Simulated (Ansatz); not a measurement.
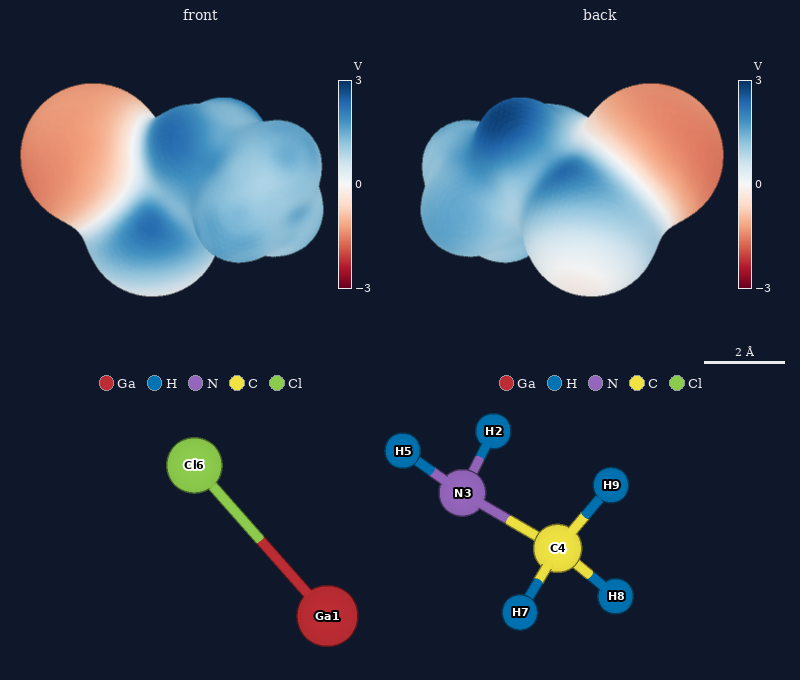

Figure. ClGa···CH5N. The molecular electrostatic potential painted on the density surface at 0.004 e/bohr³, seen from the front and from behind; red is negative and blue positive. The bare structure is drawn below in the same view.

The calculation used Ansatz, RKS B3LYP-D4/def2-SVPD.

The calculation's input:

```
crystal:
  periodic: [false, false, false]
  atoms:
    - { symbol: Ga, position_ang: [-0.022128, -1.875794, 1.170932] }
    - { symbol: H, position_ang: [-0.496169, -0.920628, -0.069773] }
    - { symbol: "N", position_ang: [-0.271006, 0.122716, 0.103521] }
    - { symbol: C, position_ang: [0.650488, 0.66142, -0.898079] }
    - { symbol: H, position_ang: [-0.95696, 0.788928, 0.504581] }
    - { symbol: Cl, position_ang: [-1.637395, -1.169038, 2.644161] }
    - { symbol: H, position_ang: [1.246768, 1.471142, -0.447635] }
    - { symbol: H, position_ang: [1.347833, -0.130758, -1.212006] }
    - { symbol: H, position_ang: [0.138569, 1.052013, -1.795702] }
basis:
  gaussian: { orbitals: def2-SVPD }
hamiltonian:
  xc: b3lyp
  dispersion: d4
relax:
  f_tol: 0.03
  max_steps: 50
output:
  orbitals: {}
```

Command:

```sh
ansatz run input.yaml --threads 4 --pin off --max-ram 5120MiB --backend cpu --events-out ev --progress --plain --runs-dir out
```

The fields are those of the run's last geometry, not of the input's.

> Describe the electrostatic potential map.

The most negative region (about −1.6 V) lies over Cl6, the most positive (about +2.8 V) over H2.
